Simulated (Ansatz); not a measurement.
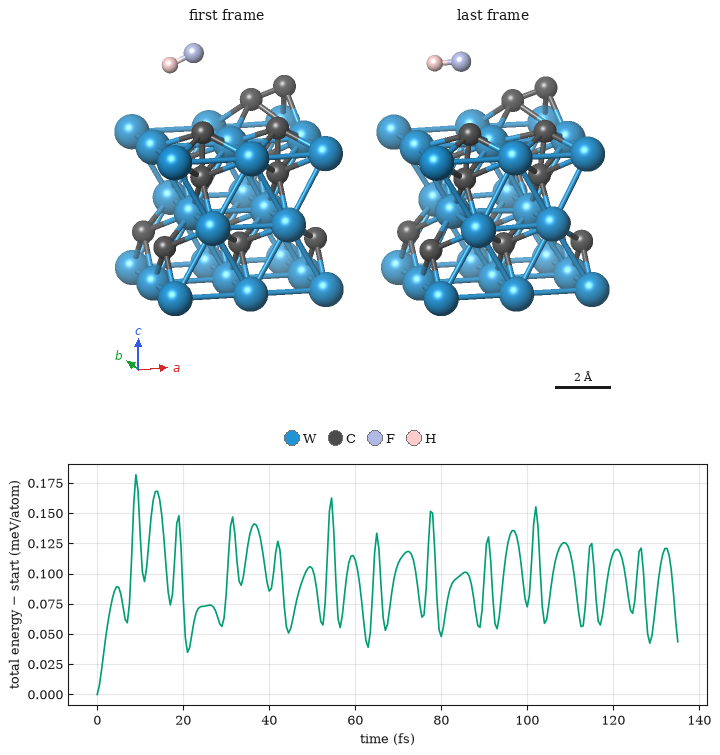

First-principles dynamics of HF on WC(100) (26 atoms in the cell), 135 fs long. The picture is a ball-and-stick view of the simulation cell, with the vacuum cut short, seen slightly off an axis. Bonds to atoms that aren't drawn are left out.

Level of theory: Ansatz, DFT PBE-D3(BJ), scalar-relativistic, plane waves, PAW. Run with plane-wave cutoff 420 eV; k-point mesh 3 × 3 × 1; Fermi-Dirac smearing 0.1 eV; low-accuracy preset; 4 atoms held fixed; constant energy (NVE); velocities drawn for 1800 K; time step 0.5 fs.

### Is this trajectory numerically sound?

The total energy stays between 0 and 0.18 meV per atom of its start. A straight-line fit has a slope that amounts to +0.00098 meV per atom over 135 fs (under 0.1 % of the mean kinetic energy), its mean offset in the second half is under 0.1 %, and the ripple about the line is 0.1 % of the kinetic energy's fluctuation. With a drift under 2 % and a ripple under 7 %, the integration is accurate. Over the second half the temperature averages 891 K (spread ±125 K). The potential energy in the second half lies on average 99.6 meV per atom above the first frame.

Limits of the set-up: the program's low-accuracy preset was used; the periodic images lie only 5.6 Å apart, so the values are limited by the cell's size.

Cost: 16 min on 4 threads of Intel(R) Xeon(R) 6975P-C (Granite Rapids), with other jobs on the host, peak memory 2 GiB.

PAW datasets: the set soft_1.
